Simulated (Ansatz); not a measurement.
From SiH3(GeH3) to Si(GeH3)Cl3: predicting a member

On one Si centre that keeps GeH3, n of the H ligands are replaced by Cl. The atomisation energy (no zero-point term) y in kJ/mol at CCSD(T)/def2-TZVPP. Shapes, held fixed at every level: PBE0-D4/def2-TZVP. Programs: Ansatz 0.2.0.

| molecule | n | y (kJ/mol) |
| --- | --- | --- |
| SiH3(GeH3) | 0 | 2112 |
| SiH2(GeH3)Cl | 1 | ? |
| SiH(GeH3)Cl2 | 2 | 2217 |
| Si(GeH3)Cl3 | 3 | 2275 |

Task: Fit y = c + s·n to the known rows and predict SiH2(GeH3)Cl.

Result: 
1. Means of the 3 rows: n = 1.66667, y = 2201.3.
2. Σ(Δn)² = 4.6667, Σ(Δn·Δy) = 252.33, so the slope is 252.33/4.6667 = 54.07.
3. Intercept: 2201.3 − (54.07) × 1.66667 = 2111.2. The largest residual of the fit is 2.3.
4. SiH2(GeH3)Cl: 2111.2 + (54.07) × 1 = 2165 kJ/mol.

The run gave 2160 kJ/mol, so the prediction is off by +5 kJ/mol, more than the scatter of the fit. The step per swap changes from +48 to +58 kJ/mol along the series, so a line misses the bend: the ligands act on one another. The slope is only an average step. Other levels give for SiH2(GeH3)Cl: wB97M-V/def2-TZVPP 2193; wB97X-V/def2-TZVPP 2223; CCSD(T)/def2-SVP 2042 kJ/mol. Spin-orbit coupling of the free atoms (H 0, Cl 4 kJ/mol each; the atoms kept shift only the intercept) is left out. Relativity is left out for Ge unless named. Correlated rows may include outer-core shells of Ge, which these sets cover unevenly.

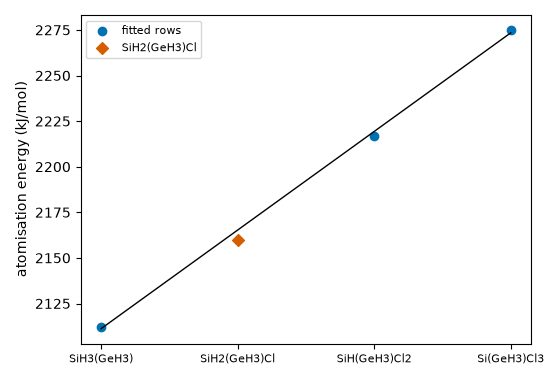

The fitted line, with the withheld member.
